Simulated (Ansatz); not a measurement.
```xyz
9

Al   -1.5533    0.8327   -0.1320
Si    1.4961   -0.7759    0.6104
N    -2.1438    1.0728   -1.6352
H     0.4258   -0.2156   -0.3025
H    -1.4753    0.8598    1.4343
H     0.8604   -1.8187    1.4652
H     2.5695   -1.3559   -0.2452
H     2.0163    0.3441    1.4448
H    -2.1958    1.0565   -2.6397
```

Method: Ansatz, RKS PBE0/def2-SVP.

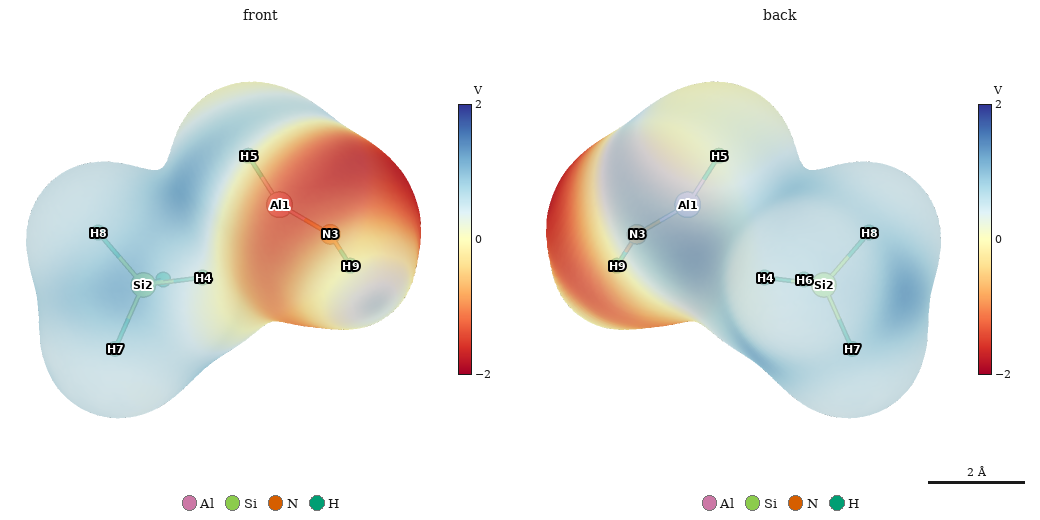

AlH2N···SiH4. The molecular electrostatic potential painted on the density surface at 0.001 e/bohr³, seen from the front and from behind; red is negative and blue positive.

Where is the surface potential most negative and most positive?

The most negative region (about −1.7 V) lies over N3, the most positive (about +1.2 V) over Al1 and Si2. N3 is the likeliest acceptor of a hydrogen bond.
